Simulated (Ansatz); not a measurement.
Relaxed HfO₂ (tetragonal-ZrO2 type, space group P4_2/nmc):

```xyz
6
Lattice="3.6048 0.0000 0.0000 0.0000 3.6048 0.0000 0.0000 0.0000 5.2650" Properties=species:S:1:pos:R:3 pbc="T T T"
Hf     0.0000     0.0000     0.0000
Hf     1.8024     1.8024     2.6325
O      0.0000     1.8024     1.0174
O      0.0000     1.8024     3.6499
O      1.8024     0.0000     1.6151
O      1.8024     0.0000     4.2476
```

Scan: atom 5 (O, nearest neighbour Hf at 2.070 Å; its periodic images, 3.6 Å or more away, move with it) is displaced towards the nearest neighbour, direction (0.000, -0.871, 0.492) in Cartesian axes, by s. The other atoms stay.

Method: PBE (plane waves to 420 eV, PAW, scalar-relativistic; Ansatz, a program for electronic structure). k mesh 7×7×5 (Γ-centred), Fermi-Dirac smearing 0.05 eV. E stands for the smeared free energy. Left out: 2 of 11 points, with atoms too close for the PAW data. HfO2 is run without spin polarisation. HfO2 was relaxed with its symmetry unable to fall. Spin-orbit coupling is left out, though Hf is heavy. The PAW data are Ansatz's earlier set. This is a high-temperature form of HfO2. The zero of ΔE is the undisplaced structure.

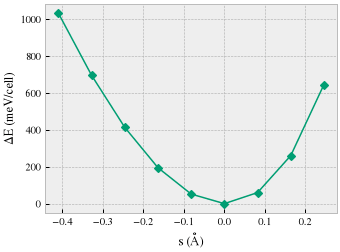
Figure: ΔE (meV/cell) against s (Å); computed points joined by lines.

Is the energy the same for displacements of ±0.246 Å, and if not, which side lies higher?

Not even: the positive side lies higher at ±0.246 Å.

What is the energy change at s = 0.246 Å?

About 650 meV/cell.

(For displaced atoms, the force is minus the slope of the energy, and its curvature is a force constant, which sets phonon frequencies.)
